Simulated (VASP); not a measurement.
# A VASP study of TaN (PBEsol): structure first, properties next, part 2 of 3

Aim: relax TaN, then compute properties on the relaxed cell. The start is a computed cell from the Materials Project.

VASP 6.6.1; PBEsol; plane waves and PAW (Ta_pv, N).

So far. Step 2 (Full relaxation (PBEsol)): It ends with forces that vanish by symmetry and a pressure of -0.03 GPa. Step 3 (Second relaxation): It ends with forces that vanish by symmetry and a pressure of -0.04 GPa. The volume moved by under 0.01 %: the run met its threshold at the first step. The relaxed cell has a = 4.379 Å (conventional setting).

## (4) Density, ELF and potential (PBEsol)

A single point on the relaxed cell gives a clean self-consistent state, with density, ELF and potential written out.

Input file INCAR:

```
SYSTEM = TaN
PREC = Accurate
ENCUT = 520
EDIFF = 1E-06
NELM = 100
ISMEAR = 0
SIGMA = 0.05
LREAL = .FALSE.
ALGO = Normal
GGA = PS
NBANDS = 14
LASPH = .TRUE.
LORBIT = 11
LWAVE = .FALSE.
LCHARG = .TRUE.
ISIF = 2
LELF = .TRUE.
LVHAR = .TRUE.
```

Input file POSCAR:

```
TaN
1.0
    0.0000000000      2.1896803542      2.1896803542
    2.1896803542      0.0000000000      2.1896803542
    2.1896803542      2.1896803542      0.0000000000
Ta N
1 1
Direct
    0.5000000000      0.5000000000      0.5000000000
    0.0000000000      0.0000000000      0.0000000000
```

Input file KPOINTS:

```
Automatic mesh
0
Gamma
9 9 9
0 0 0
```

PAW data sets: Ta_pv and N (PBE family, release 64).

On the command line:

```sh
> mpirun -np 2 vasp_std
```

The program printed:

```text
[banner, memory and clock lines left out]
running    2 mpi-ranks, on    1 nodes
 distrk:  each k-point on    2 cores,    1 groups
 distr:  one band on    1 cores,    2 groups

 POSCAR found type information on POSCAR TaN
 POSCAR found :  2 types and       2 ions
 [... a notice as in an earlier step ...]

 LDA part: xc-table for (Slater+PW92), standard interpolation
 POSCAR, INCAR and KPOINTS ok, starting setup
 FFT: planning ... GRIDC
 FFT: planning ... GRID_SOFT
 FFT: planning ... GRID
 WAVECAR not read
 entering main loop
       N       E                     dE             d eps       ncg     rms          rms(c)
DAV:   1     0.871389019204E+02    0.87139E+02   -0.88188E+03   980   0.121E+03
[... 1 cycle as in an earlier step ...]
DAV:   3    -0.259824912137E+02   -0.29674E+01   -0.29365E+01  1112   0.482E+01
DAV:   4    -0.259981453452E+02   -0.15654E-01   -0.15648E-01  1148   0.361E+00
DAV:   5    -0.259982508588E+02   -0.10551E-03   -0.10551E-03  1118   0.263E-01    0.250E+01
DAV:   6    -0.233403666492E+02    0.26579E+01   -0.56563E+00  1088   0.269E+01    0.106E+01
DAV:   7    -0.232528188322E+02    0.87548E-01   -0.36108E-01  1208   0.572E+00    0.714E+00
[... 1 cycle as in an earlier step ...]
DAV:   9    -0.232143557637E+02    0.42462E-02   -0.12954E-02  1082   0.987E-01    0.373E-01
DAV:  10    -0.232141940900E+02    0.16167E-03   -0.56932E-04  1304   0.293E-01    0.103E-01
DAV:  11    -0.232141631949E+02    0.30895E-04   -0.60845E-05  1114   0.802E-02    0.188E-02
DAV:  12    -0.232141630791E+02    0.11573E-06   -0.34009E-06  1256   0.180E-02
   1 F= -.23214163E+02 E0= -.23213676E+02  d E =-.974007E-03
```

Wall time 5.8 s (2 MPI ranks of Intel Xeon Platinum 8559C (Emerald Rapids), shared host); peak memory 0.23 GiB.

OUTCAR, selected parts (step 4):

```text
The static configuration has the point symmetry O_h .

 Found     35 irreducible k-points:

   NELECT =      16.0000    total number of electrons

 E-fermi :   9.4073

  Total       -0.0045970     -0.0045970     -0.0045970      0.0000000      0.0000000      0.0000000
  in kB       -0.3507614     -0.3507614     -0.3507614      0.0000000      0.0000000      0.0000000
  external PRESSURE =      -0.3507614 kB  Pullay stress =       0.0000000 kB

 POSITION                                       TOTAL-FORCE (eV/Angst)
 -----------------------------------------------------------------------------------
      2.18968      2.18968      2.18968        -0.000000     -0.000000     -0.000000
      0.00000      0.00000      0.00000         0.000000      0.000000      0.000000
 -----------------------------------------------------------------------------------
    total drift:                                0.000000     -0.000000     -0.000000

  FREE ENERGIE OF THE ION-ELECTRON SYSTEM (eV)
  ---------------------------------------------------
  free  energy   TOTEN  =       -23.2141630791 eV

  energy  without entropy=      -23.2131890720  energy(sigma->0) =      -23.21367608

[... 16 parts as in an earlier step ...]
```

Numbers from this step:

```yaml
electronic_steps: 12
```

Valence electrons inside each PAW sphere by angular momentum. Sphere charges, by row:

```csv
atom,s (e),p (e),d (e),tot (e)
Ta1,0.277,6.231,2.473,8.981
N2,1.222,2.537,0,3.759
```

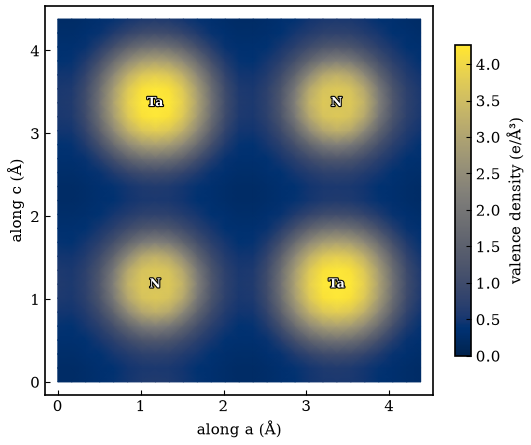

Valence density in the ac plane of the conventional cell at fractional y = 0.000, with atoms of Ta and N within 0.2 Å of it. It is the smooth field of the valence electrons, not physical close to the nuclei. The map starts off the cell's origin, so that atoms lie inside it.

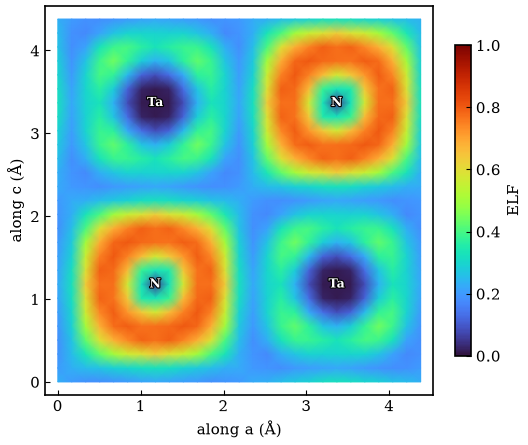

ELF in the ac plane of the conventional cell at fractional y = 0.000, with atoms of Ta and N within 0.2 Å of it. It is the smooth field of the valence electrons, not physical close to the nuclei. The map starts off the cell's origin, so that atoms lie inside it.

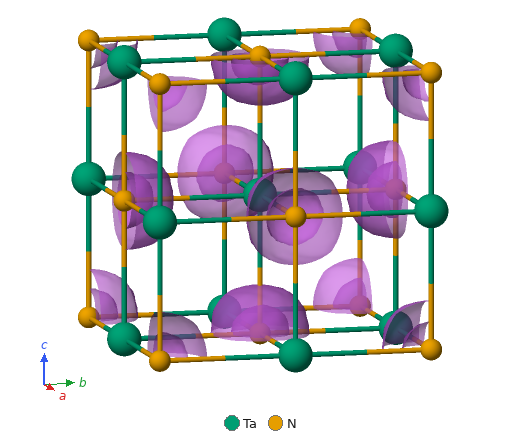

Surface of ELF = 0.72.

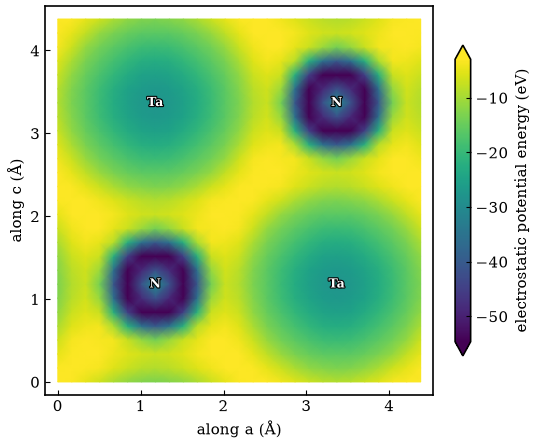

Electrostatic potential energy in the ac plane of the conventional cell at fractional y = 0.000, with atoms of Ta and N within 0.2 Å of it. With pseudopotentials it is smooth inside the atoms' cores, unlike the true potential. The map starts off the cell's origin, so that atoms lie inside it.

In this run the pressure is -0.04 GPa, small enough to go on.

## (5) Bands along the symmetry lines (PBEsol)

Levels along the symmetry lines show where the bands peak and cross; KPOINTS_OPT computes them in the converged potential.

Input file INCAR:

```
SYSTEM = TaN
PREC = Accurate
ENCUT = 520
EDIFF = 1E-06
NELM = 100
ISMEAR = 0
SIGMA = 0.05
LREAL = .FALSE.
ALGO = Normal
GGA = PS
NBANDS = 20
LASPH = .TRUE.
LORBIT = 11
LWAVE = .FALSE.
LCHARG = .FALSE.
KPAR = 2
```

POSCAR is that of step 4.

KPOINTS is that of step 4.

Input file KPOINTS_OPT:

```
Line mode
16
Line-mode
Reciprocal
  0.00000000   0.00000000   0.00000000 GAMMA
  0.50000000   0.00000000   0.50000000 X

  0.50000000   0.00000000   0.50000000 X
  0.50000000   0.25000000   0.75000000 W

  0.50000000   0.25000000   0.75000000 W
  0.37500000   0.37500000   0.75000000 K

  0.37500000   0.37500000   0.75000000 K
  0.00000000   0.00000000   0.00000000 GAMMA

  0.00000000   0.00000000   0.00000000 GAMMA
  0.50000000   0.50000000   0.50000000 L

  0.50000000   0.50000000   0.50000000 L
  0.62500000   0.25000000   0.62500000 U

  0.62500000   0.25000000   0.62500000 U
  0.50000000   0.25000000   0.75000000 W

  0.50000000   0.25000000   0.75000000 W
  0.50000000   0.50000000   0.50000000 L

  0.50000000   0.50000000   0.50000000 L
  0.37500000   0.37500000   0.75000000 K

  0.62500000   0.25000000   0.62500000 U
  0.50000000   0.00000000   0.50000000 X
```

On the command line:

```sh
> mpirun -np 2 vasp_std
```

The program printed:

```text
[... set-up lines as in an earlier step ...]
 entering main loop
       N       E                     dE             d eps       ncg     rms          rms(c)
DAV:   1     0.100124660295E+03    0.10012E+03   -0.81570E+03  1400   0.855E+02
DAV:   2    -0.228535148387E+02   -0.12298E+03   -0.11567E+03  1584   0.261E+02
DAV:   3    -0.259903468794E+02   -0.31368E+01   -0.31048E+01  1676   0.379E+01
DAV:   4    -0.259982370447E+02   -0.78902E-02   -0.78894E-02  1532   0.205E+00
DAV:   5    -0.259982524051E+02   -0.15360E-04   -0.15359E-04  1588   0.889E-02    0.250E+01
DAV:   6    -0.233251989558E+02    0.26731E+01   -0.26314E+00  1624   0.188E+01    0.105E+01
DAV:   7    -0.232542365893E+02    0.70962E-01   -0.40554E-01  1484   0.465E+00    0.715E+00
DAV:   8    -0.232192771911E+02    0.34959E-01   -0.95793E-02  1560   0.238E+00    0.158E+00
DAV:   9    -0.232143111029E+02    0.49661E-02   -0.86083E-03  1548   0.717E-01    0.286E-01
DAV:  10    -0.232142030549E+02    0.10805E-03   -0.46723E-04  1544   0.232E-01    0.125E-01
DAV:  11    -0.232141628221E+02    0.40233E-04   -0.34800E-05  1520   0.590E-02    0.155E-02
DAV:  12    -0.232141630359E+02   -0.21386E-06   -0.48594E-06  1572   0.170E-02
   1 F= -.23214163E+02 E0= -.23213676E+02  d E =-.973980E-03
 Start KPOINTS_OPT (optional k-point list driver)
k-point batch [1-35\160]
       N       E                     dE             ncg
DAV:   1    -0.585690063151E+03   -0.21067E+05     1408
DAV:   2    -0.482915522615E+04   -0.42435E+04     1576
DAV:   3    -0.494122921352E+04   -0.11207E+03     1648
DAV:   4    -0.494157173724E+04   -0.34252E+00     1544
DAV:   5    -0.494157244814E+04   -0.71090E-03     1560
DAV:   6    -0.494157245175E+04   -0.36076E-05     1512
DAV:   7    -0.494157245179E+04   -0.45210E-07     1268
[...]
k-point batch [141-160\160]
       N       E                     dE             ncg
DAV:   1     0.100892978497E+05   -0.15643E+05      800
DAV:   2     0.765163913866E+04   -0.24377E+04      920
DAV:   3     0.758879955989E+04   -0.62840E+02      932
DAV:   4     0.758863500219E+04   -0.16456E+00      876
DAV:   5     0.758863465908E+04   -0.34311E-03      912
DAV:   6     0.758863465742E+04   -0.16568E-05      820
DAV:   7     0.758863465739E+04   -0.26996E-07      736
```

It took 15 s on 2 MPI ranks; peak memory 0.28 GiB; 29 s of CPU time.

From OUTCAR (step 5):

```text
   k-points           NKPTS =     35   k-points in BZ     NKDIM =     35   number of bands    NBANDS=     20

   NELECT =      16.0000    total number of electrons

 E-fermi :   9.4074

 k-point     1 :       0.0000    0.0000    0.0000
  band No.  band energies     occupation
    ...
      6       5.6901      2.00000
      7       5.6901      2.00000
      8       7.3530      2.00000
      9       7.3530      2.00000
     10       7.3530      2.00000
     11       9.5445      0.00011
     12       9.5445      0.00011
     13      11.1718      0.00000
     14      18.9005      0.00000
     15      21.9020      0.00000
    ...

  Total       -0.0049580     -0.0049580     -0.0049580      0.0000000     -0.0000000      0.0000000
  in kB       -0.3783074     -0.3783074     -0.3783074      0.0000000     -0.0000000      0.0000000
  external PRESSURE =      -0.3783074 kB  Pullay stress =       0.0000000 kB

 POSITION                                       TOTAL-FORCE (eV/Angst)
 -----------------------------------------------------------------------------------
      2.18968      2.18968      2.18968         0.000000      0.000000      0.000000
      0.00000      0.00000      0.00000        -0.000000     -0.000000     -0.000000
 -----------------------------------------------------------------------------------
    total drift:                                0.000000     -0.000000     -0.000000

  FREE ENERGIE OF THE ION-ELECTRON SYSTEM (eV)
  ---------------------------------------------------
  free  energy   TOTEN  =       -23.2141630359 eV

  energy  without entropy=      -23.2131890563  energy(sigma->0) =      -23.21367605

[... 8 parts as in an earlier step ...]

[... 8 further parts left out ...]
```

Spin-orbit coupling is off here; with elements this heavy it splits and shifts levels by tenths of an eV or more.

This step gave:

| Item | Value |
| --- | --- |
| bands | 20 |
| pressure | -0.03783 GPa |

The electronic bands at the labelled points (eV, zero at the Fermi level; # counts the bands kept, so #1 is VASP's band 5):

```csv
point,#1,#2,#3,#4,#5,#6,#7,#8
Γ,-3.72,-3.72,-3.72,-2.05,-2.05,-2.05,0.14,0.14
X,-6.55,-5.48,-4.53,-4.53,2.24,3.74,3.74,4.81
W,-7.43,-6.72,-6.72,-0.07,-0.07,3.76,4.30,4.70
K,-7.66,-6.73,-6.12,-2.16,2.64,2.72,4.81,5.23
Γ,-3.72,-3.72,-3.72,-2.05,-2.05,-2.05,0.14,0.14
L,-10.39,-7.57,-7.57,2.06,2.06,2.16,3.96,7.80
U,-7.66,-6.73,-6.12,-2.16,2.64,2.72,4.81,5.23
W,-7.43,-6.72,-6.72,-0.07,-0.07,3.76,4.30,4.70
L,-10.39,-7.57,-7.57,2.06,2.06,2.16,3.96,7.80
K,-7.66,-6.73,-6.12,-2.16,2.64,2.72,4.81,5.23
jump to U,-7.66,-6.73,-6.12,-2.16,2.64,2.72,4.81,5.23
X,-6.55,-5.48,-4.53,-4.53,2.24,3.74,3.74,4.81
```

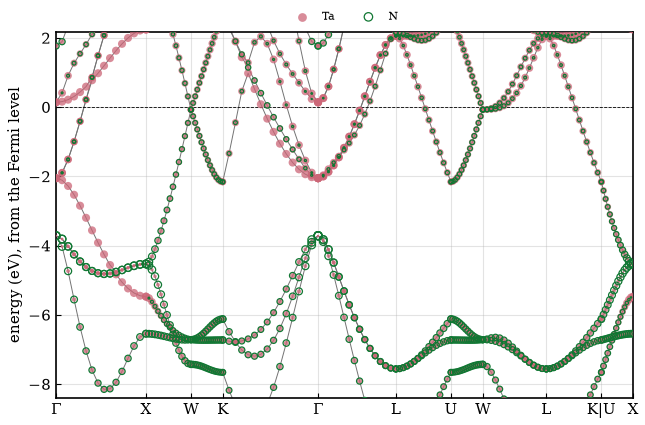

Electronic bands along the path; dots are coloured as in the legend, and their area grows with the weight.

There is no gap at this level.

## (6) Total and projected DOS (PBEsol)

A density of states needs more k-points than a total energy; ISMEAR = -5 takes tetrahedra, and LORBIT projects the states on the PAW spheres. The mesh is finer than in the run before.

Changes to INCAR since step 5:

```diff
@@ -5,3 +5,3 @@
 NELM = 100
-ISMEAR = 0
+ISMEAR = -5
 SIGMA = 0.05
@@ -16 +16,2 @@
 KPAR = 2
+NEDOS = 2001
```

POSCAR is that of step 5.

Input file KPOINTS:

```
Automatic mesh
0
Gamma
13 13 13
0 0 0
```

On the command line:

```sh
> mpirun -np 2 vasp_std
```

The program printed:

```text
[... set-up lines as in an earlier step ...]
 entering main loop
       N       E                     dE             d eps       ncg     rms          rms(c)
DAV:   1     0.100948692198E+03    0.10095E+03   -0.80544E+03  3368   0.853E+02
DAV:   2    -0.228260027788E+02   -0.12377E+03   -0.11651E+03  3808   0.265E+02
DAV:   3    -0.259921848117E+02   -0.31662E+01   -0.31293E+01  3980   0.379E+01
DAV:   4    -0.260007840249E+02   -0.85992E-02   -0.86248E-02  3704   0.213E+00
DAV:   5    -0.260008011627E+02   -0.17138E-04   -0.17154E-04  3860   0.935E-02    0.250E+01
DAV:   6    -0.233316470359E+02    0.26692E+01   -0.25644E+00  3916   0.189E+01    0.106E+01
DAV:   7    -0.232581849994E+02    0.73462E-01   -0.39852E-01  3560   0.466E+00    0.716E+00
DAV:   8    -0.232235775625E+02    0.34607E-01   -0.95925E-02  3700   0.238E+00    0.157E+00
DAV:   9    -0.232185716150E+02    0.50059E-02   -0.86516E-03  3720   0.719E-01    0.285E-01
DAV:  10    -0.232184415726E+02    0.13004E-03   -0.43906E-04  3700   0.214E-01    0.116E-01
DAV:  11    -0.232184240484E+02    0.17524E-04   -0.22254E-05  3708   0.429E-02    0.169E-02
DAV:  12    -0.232184229857E+02    0.10628E-05   -0.23900E-06  3724   0.136E-02    0.197E-03
DAV:  13    -0.232184232060E+02   -0.22029E-06   -0.33689E-08  1984   0.189E-03
   1 F= -.23218423E+02 E0= -.23218423E+02  d E =0.000000E+00
 -----------------------------------------------------------------------------
|                                                                             |
|           W    W    AA    RRRRR   N    N  II  N    N   GGGG   !!!           |
|           W    W   A  A   R    R  NN   N  II  NN   N  G    G  !!!           |
|           W    W  A    A  R    R  N N  N  II  N N  N  G       !!!           |
|           W WW W  AAAAAA  RRRRR   N  N N  II  N  N N  G  GGG   !            |
|           WW  WW  A    A  R   R   N   NN  II  N   NN  G    G                |
|           W    W  A    A  R    R  N    N  II  N    N   GGGG   !!!           |
|                                                                             |
|     Tetrahedron method does not include variations of the Fermi             |
|     occupations, so forces and stress will be inaccurate. We suggest        |
|     using a different smearing scheme ISMEAR = 1 or 2 for metals in         |
|     relaxations.                                                            |
|                                                                             |
 -----------------------------------------------------------------------------
```

The job ended after 12 s (2 MPI ranks; peak memory 0.3 GiB; 22 s of CPU time).

OUTCAR, selected parts (step 6):

```text
   k-points           NKPTS =     84   k-points in BZ     NKDIM =     84   number of bands    NBANDS=     20

   NELECT =      16.0000    total number of electrons

 E-fermi :   9.5056

 k-point     1 :       0.0000    0.0000    0.0000
  band No.  band energies     occupation
    ...
      6       5.6917      2.00000
      7       5.6917      2.00000
      8       7.3531      2.00000
      9       7.3531      2.00000
     10       7.3531      2.00000
     11       9.5452      0.00000
     12       9.5452      0.00000
     13      11.1724      0.00000
     14      18.9007      0.00000
     15      21.9025      0.00000
    ...

  Total       -0.0001630     -0.0001630     -0.0001630     -0.0000000     -0.0000000     -0.0000000
  in kB       -0.0124408     -0.0124408     -0.0124408     -0.0000000     -0.0000000     -0.0000000
  external PRESSURE =      -0.0124408 kB  Pullay stress =       0.0000000 kB

 POSITION                                       TOTAL-FORCE (eV/Angst)
 -----------------------------------------------------------------------------------
      2.18968      2.18968      2.18968         0.000000      0.000000     -0.000000
      0.00000      0.00000      0.00000        -0.000000      0.000000      0.000000
 -----------------------------------------------------------------------------------
    total drift:                                0.000000     -0.000000     -0.000000

  FREE ENERGIE OF THE ION-ELECTRON SYSTEM (eV)
  ---------------------------------------------------
  free  energy   TOTEN  =       -23.2184232060 eV

  energy  without entropy=      -23.2184232060  energy(sigma->0) =      -23.21842321

[... 6 parts as in an earlier step ...]

[... 10 further parts left out ...]
```

With tetrahedra the forces and stress of a metal are not exact derivatives of the energy.

Numbers from this step:

- electronic steps: 13
- irreducible k points: 84
- free energy (TOTEN): -23.22 eV
- Fermi energy: 9.506 eV
- pressure: -0.001244 GPa
- DOS at the Fermi level: 0.7089 states/eV/cell

The density of states has structure finer than the step of the table below, so its rows give means over 1 eV, whole bins alone (the curve runs from -12.0 to 7.90 eV). Peaks (eV: height): total -6.8: 4.04, 2.0: 2.29, 5.0: 1.55, 7.7: 1.18; Ta d -6.8: 0.845, 2.0: 1.62, 3.3: 1.36, 5.0: 0.822; N p -6.8: 1.50, 7.7: 0.325; Ta s -9.1: 0.101, 4.8: 0.0613; N s 5.0: 0.167.

States under -12.0 eV and over 7.9 eV are left out. Table of density of states by energy, zero at the Fermi level; means over each step; values in states/eV/cell:

```csv
energy (eV),total,Ta d,N p,Ta s,N s,Ta p
-11,0,0,0,0,0,0
-10,0.209,0.0346,0.0571,0.0300,0.00190,0.00280
-9,0.771,0.131,0.235,0.0870,0.00896,0.0197
-8,0.779,0.141,0.268,0.0553,0.00818,0.0330
-7,2.67,0.637,1.01,0.0129,0.00900,0.156
-6,1.16,0.282,0.446,0.00478,0.00377,0.0513
-5,0.389,0.0650,0.181,0.00121,9.7e-4,0.0172
-4,0.168,0.0532,0.0521,7.1e-4,3.4e-4,0.00474
-3,0.303,0.139,0.0583,0.00205,0.00109,0.00327
-2,0.498,0.268,0.0711,0.00395,0.00255,0.00201
-1,0.685,0.381,0.0954,0.00657,0.00500,0.00216
0,0.751,0.459,0.0856,0.00653,0.00618,0.00331
1,1.11,0.747,0.118,0.00964,0.00893,0.00436
2,1.87,1.34,0.189,0.0234,0.0238,0.00536
3,1.56,1.14,0.125,0.0365,0.0415,0.00867
4,1.05,0.612,0.0973,0.0481,0.0835,0.0248
5,1.22,0.593,0.134,0.0469,0.116,0.0641
6,0.682,0.332,0.130,0.0190,0.0266,0.0380
7,0.629,0.296,0.153,0.0301,0.00735,0.0277
```

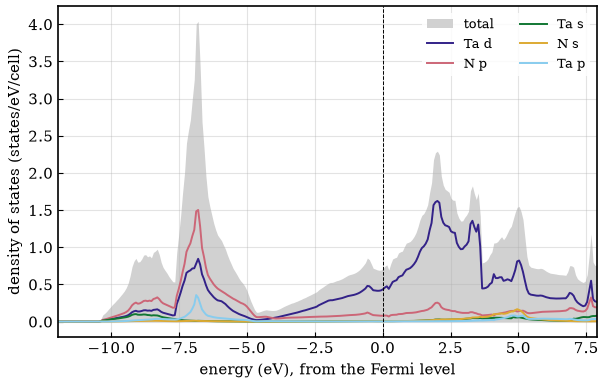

Density of states against energy.

The finer mesh and the other smearing move the Fermi level by +0.10 eV from the 9×9×9 run, one measure of the sampling error in the zero of the bands above. Of the states within 0.3 eV of the Fermi level, the largest shares in the PAW spheres are Ta d 61 % and N p 11 %. The rest lies in smaller channels or between the spheres.

[end of part 2 of 3]

[Lines on the potential files, build, host, timing and source positions are cut from VASP's logs without a mark.]

[Logs are printed without paths, hosts, clocks, repeated set-up lines and the standing remarks that a program may print on its own settings, such as how far it seeks lower states.]

[Hosts, paths, dates, database ids (printed as entryN), source tags and the programs' standing remarks are cut or masked in the printed files.]

[A measured line is paired with the nearest computed mode of its activity, which favours agreement.]
